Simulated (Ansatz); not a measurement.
# CH4FNO2Si: rotation by 180° about the N1–C2 bond, part 2 of 2

Wanted: the energy profile along the rotation by 180° about the N1–C2 bond, from relaxed end points and a band of images. SMILES of the start: NC1(F)O[SiH2]O1.

Ansatz 0.2.0; RKS B3LYP-D4/6-31G.

**6. Frequencies at the highest image**

The geometry is the highest inner image of the first converged band.

input.yaml reads:

```yaml
crystal:
  periodic: [false, false, false]
  atoms:
    - { symbol: "N", position_ang: [0.125785, -1.723147, -0.004777] }
    - { symbol: C, position_ang: [-0.434185, -0.463496, -0.098151] }
    - { symbol: F, position_ang: [-1.839649, -0.489449, -0.388785] }
    - { symbol: O, position_ang: [0.188109, 0.372414, -1.11033] }
    - { symbol: Si, position_ang: [0.486375, 1.632546, 0.130881] }
    - { symbol: O, position_ang: [-0.276349, 0.336821, 1.106682] }
    - { symbol: H, position_ang: [0.301957, -2.217251, -0.865228] }
    - { symbol: H, position_ang: [-0.089308, -2.269644, 0.814057] }
    - { symbol: H, position_ang: [-0.307166, 2.889855, -0.017639] }
    - { symbol: H, position_ang: [1.92773, 1.88025, 0.436192] }
basis:
  gaussian: { orbitals: "6-31G" }
hamiltonian:
  xc: b3lyp
  dispersion: d4
phonons: {}
```

Launch:

```
ansatz run input.yaml --threads 1 --pin off --max-ram 2048MiB --backend cpu --events-out ev --progress --plain --runs-dir out
```

Output, cut to the lines that bear on the results:

```text
Warning: RAYON_NUM_THREADS=1 ignored (pool sized by the plan → 1); use --threads N
[...]
Functional definition: B3LYP
[...]
841 factors; integrals over basis functions are off by at most 1.6e-4 eV
[...]
mean field -17277.19570258 eV, -634.9252311661 hartree, gradient 5.3e-5 eV, S^2 0.000000; 0 other end points of the search recorded, 0 dependent functions left out
[...]
reference -17277.19593695 eV, -634.9252397787 hartree; 28, 28 occupied and 38, 38 virtual orbitals, 841 factors
[...]
841 factors; integrals over basis functions are off by at most 1.6e-4 eV
mean field -17277.19564683 eV, -634.9252291172 hartree, gradient 8.8e-7 eV, S^2 0.000000; 0 other end points of the search recorded, 0 dependent functions left out
[...]
reference -17277.19588119 eV, -634.9252377299 hartree; 28, 28 occupied and 38, 38 virtual orbitals, 841 factors
[...]
841 factors; integrals over basis functions are off by at most 1.6e-4 eV
[...]
WARN: phonons: modes at or below zero, which the zero-point energy, F, S and C_V leave out: 1, the lowest at -99.61 cm⁻¹. A minimum has none, and a first-order saddle one
[...]
Atom 1 at    -0.434185    -0.463496    -0.098151 Å, force    -0.020218    -0.006947     0.009777 eV/Å
Atom 2 at    -1.839649    -0.489449    -0.388785 Å, force     0.008937    -0.001623    -0.000038 eV/Å
Atom 3 at     0.188109     0.372414    -1.110330 Å, force     0.004514    -0.002441    -0.005991 eV/Å
Atom 4 at     0.486375     1.632546     0.130881 Å, force    -0.002559     0.002983    -0.001721 eV/Å
Atom 5 at    -0.276349     0.336821     1.106682 Å, force     0.001103     0.001732     0.006243 eV/Å
Atom 6 at     0.301957    -2.217251    -0.865228 Å, force     0.006504     0.009440     0.007905 eV/Å
Atom 7 at    -0.089308    -2.269644     0.814057 Å, force     0.003101     0.012518    -0.000660 eV/Å
Atom 8 at    -0.307166     2.889855    -0.017639 Å, force     0.001758     0.001488     0.000826 eV/Å
Atom 9 at     1.927730     1.880250     0.436192 Å, force     0.001610    -0.004399    -0.000165 eV/Å
Dipole moment:     0.473310     0.162680     0.094385 e Å
Vibrations: -99.61 77.22 344.93 416.83 461.11 471.18 487.49 561.18 617.10 658.34 684.56 714.37 802.17 824.36 922.37 970.43 1059.60 1277.62 1383.72 1675.91 2207.42 2232.61 3615.74 3747.56 cm⁻¹, zero-point energy 1.625050 eV
```

Run time: 2.6 min. Hardware: 1 thread of Arm Neoverse V1, shared host; peak memory 0.15 GiB.

Of 24 modes, 1 is imaginary by more than 30 cm⁻¹ (100i cm⁻¹).

**7. The band again, with other settings**

crystal.atoms is end A as relaxed above, and neb.final_atoms is end B, turned to lie on A. With 2 inner images the band has 4 in all.

input.yaml reads:

```yaml
crystal:
  periodic: [false, false, false]
  atoms:
    - { symbol: "N", position_ang: [-0.060444, -1.797421, -0.050779] }
    - { symbol: C, position_ang: [-0.425392, -0.477654, -0.039557] }
    - { symbol: F, position_ang: [-1.838657, -0.40881, -0.076066] }
    - { symbol: O, position_ang: [0.147367, 0.316034, -1.110272] }
    - { symbol: Si, position_ang: [0.508838, 1.653235, 0.036052] }
    - { symbol: O, position_ang: [-0.004025, 0.348946, 1.134509] }
    - { symbol: H, position_ang: [0.901394, -2.044118, -0.200717] }
    - { symbol: H, position_ang: [-0.711422, -2.494241, 0.265692] }
    - { symbol: H, position_ang: [-0.391041, 2.840486, -0.071797] }
    - { symbol: H, position_ang: [1.956681, 2.012443, 0.115837] }
basis:
  gaussian: { orbitals: "6-31G" }
hamiltonian:
  xc: b3lyp
  dispersion: d4
neb:
  order_check: false
  images: 2
  f_tol: 0.03
  max_iterations: 60
  initial_path: idpp
  climbing: true
  final_atoms:
    - { symbol: "N", position_ang: [-0.0612723, -1.79828574, -0.05051335] }
    - { symbol: C, position_ang: [-0.42353991, -0.4777897, -0.03971575] }
    - { symbol: F, position_ang: [-1.83701691, -0.40680291, -0.07746109] }
    - { symbol: O, position_ang: [0.15064666, 0.31551746, -1.11002145] }
    - { symbol: Si, position_ang: [0.50890875, 1.6537403, 0.03631971] }
    - { symbol: O, position_ang: [-0.00239327, 0.34856563, 1.1345332] }
    - { symbol: H, position_ang: [-0.71548493, -2.49399252, 0.26206441] }
    - { symbol: H, position_ang: [0.90058045, -2.04671748, -0.19695644] }
    - { symbol: H, position_ang: [-0.393152, 2.83937981, -0.07208995] }
    - { symbol: H, position_ang: [1.95602247, 2.01528516, 0.11674271] }
```

Launch:

```
ansatz run input.yaml --threads 1 --pin off --max-ram 2048MiB --backend cpu --events-out ev --progress --plain --runs-dir out
```

Output, cut to the lines that bear on the results:

```text
Warning: RAYON_NUM_THREADS=1 ignored (pool sized by the plan → 1); use --threads N
[...]
[... 1 set-up line as earlier in the session ...]
[...]
842 factors; integrals over basis functions are off by at most 1.6e-4 eV
[...]
mean field -17277.27629934 eV, -634.9281930421 hartree, gradient 5.3e-5 eV, S^2 0.000000; 0 other end points of the search recorded, 0 dependent functions left out
[...]
reference -17277.27653404 eV, -634.9282016674 hartree; 28, 28 occupied and 38, 38 virtual orbitals, 842 factors
842 factors; integrals over basis functions are off by at most 1.6e-4 eV
[...]
mean field -17277.27632906 eV, -634.9281941343 hartree, gradient 5.2e-5 eV, S^2 0.000000; 0 other end points of the search recorded, 0 dependent functions left out
[...]
reference -17277.27656375 eV, -634.9282027590 hartree; 28, 28 occupied and 38, 38 virtual orbitals, 842 factors
[...]
Atom 0 at     0.124673    -1.722317     0.008848 Å, force    -0.012025    -0.012640    -0.016295 eV/Å
Atom 1 at    -0.438732    -0.463858    -0.083993 Å, force    -0.011350    -0.005105     0.011467 eV/Å
Atom 2 at    -1.848461    -0.492553    -0.349268 Å, force     0.001723    -0.009396    -0.005360 eV/Å
Atom 3 at     0.169055     0.359985    -1.113658 Å, force     0.005747     0.007440    -0.013421 eV/Å
Atom 4 at     0.490022     1.632448     0.109779 Å, force    -0.007899     0.005996     0.001718 eV/Å
Atom 5 at    -0.263459     0.350749     1.109730 Å, force     0.010866    -0.010299     0.015650 eV/Å
Atom 6 at     0.306194    -2.211159    -0.853630 Å, force     0.010694     0.008391     0.014610 eV/Å
Atom 7 at    -0.091149    -2.274155     0.823992 Å, force    -0.002937     0.020076    -0.002892 eV/Å
Atom 8 at    -0.300978     2.890980    -0.041818 Å, force     0.002178     0.001767    -0.001410 eV/Å
Atom 9 at     1.936135     1.878780     0.392919 Å, force     0.003004    -0.006230    -0.004068 eV/Å
Dipole moment:     0.478601     0.161800     0.078034 e Å
this run last wrote the band of iteration 8 to <dir>
```

Wall time 74 s (1 thread of Arm Neoverse V1, shared host); peak memory 0.15 GiB.

**8. Images and barrier**

The 2 inner images lie between the fixed ends 0 and 3. Energy is taken from image 0, and the path length is the program's own coordinate along the band.

| image | path (Å) | energy (eV) | dihedral H8–N1–C2–Si5 (°) | band force (eV/Å) |
| --- | --- | --- | --- | --- |
| 0 | 0.000 | 0.0000 | 156 | - |
| 1* | 1.359 | 0.0787 | 108 | 0.024 |
| 2 | 2.486 | 0.0136 | 31 | 0.012 |
| 3 | 3.612 | 0.0000 | -12 | - |

The star marks the climbing image.

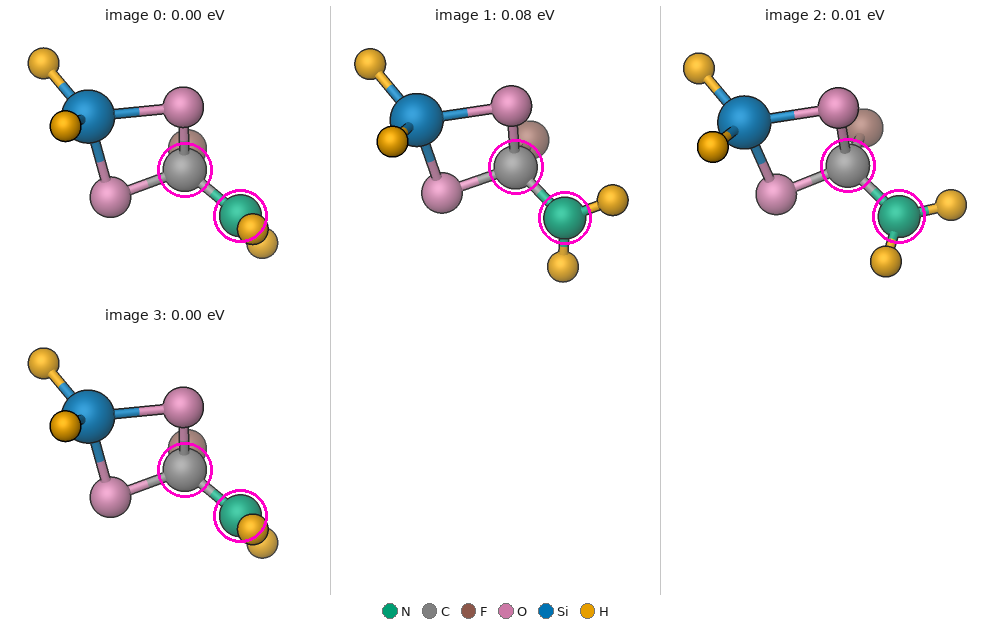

The images of the last band, seen from a free direction. Ringed: N1, C2. Sticks join atoms closer than a bonding distance in each image.

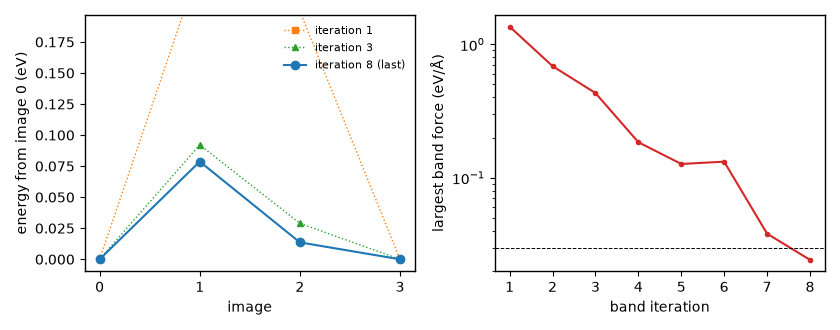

Left: energy of each image for early iterations and the last one (lines only join the points; early values far above the last band run off the scale). Right: the largest band force by iteration, with the threshold dashed.

**9. Summary of results**

What follows sums up all 2 parts.

| quantity | value |
| --- | --- |
| end A | 9 moves, 1.671 eV lower |
| end B | 9 moves, 1.710 eV lower |
| first band: barrier forwards | 0.079 eV |
| first band: barrier backwards | 0.079 eV |
| first band: second end relative to first | 0.000 eV |
| first band: highest image | 3 of 0 to 8, climbing |
| first band: band iterations | 8 |
| imaginary modes at the top | 100i cm⁻¹ |
| second band | top 0.079 eV above image 0, 8 iterations, 2 inner images |
| time, first and second band | 4 min and 74 s |

In the first band: the barrier from the first end is 0.079 eV, 3 times kT at 300 K, which at an assumed attempt frequency of 10^13 s⁻¹ means a rate near 10^12 s⁻¹. The two ends lie within 1 meV of each other. The listed dihedral goes from 156° at end A through 107° at the highest image to -12° at end B. One imaginary mode, as a first-order saddle point has. The second band's top agrees with the first's to 1 meV, so the changed settings hardly move the height. Zero-point energy and entropy are left out. The basis is very small, so the numbers are rough.
